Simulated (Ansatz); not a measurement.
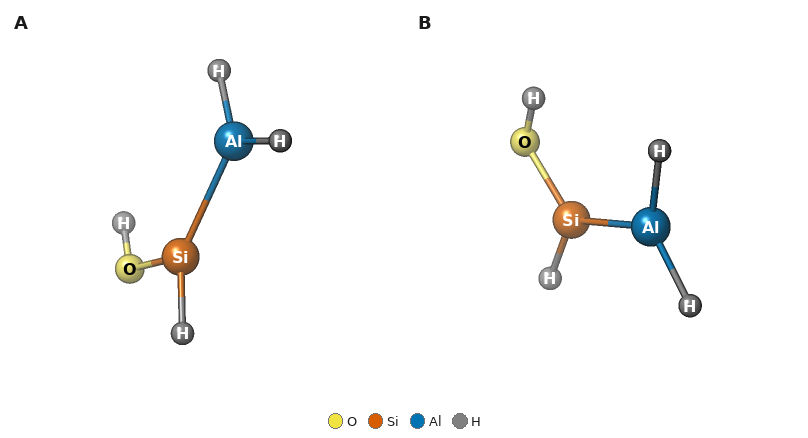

Atoms fade into the background with distance from the viewer. The species is neutral and a spin doublet. The geometry was computed by an optimisation with PBE-D4/def2-SVP. No frequency run is at hand to confirm it as a minimum.

Can A be turned into B by a rotation alone?

Answer. Yes. They are the same structure, AlH4OSi, seen from two directions. With point group Cs it is achiral, so its mirror image would be the same too.
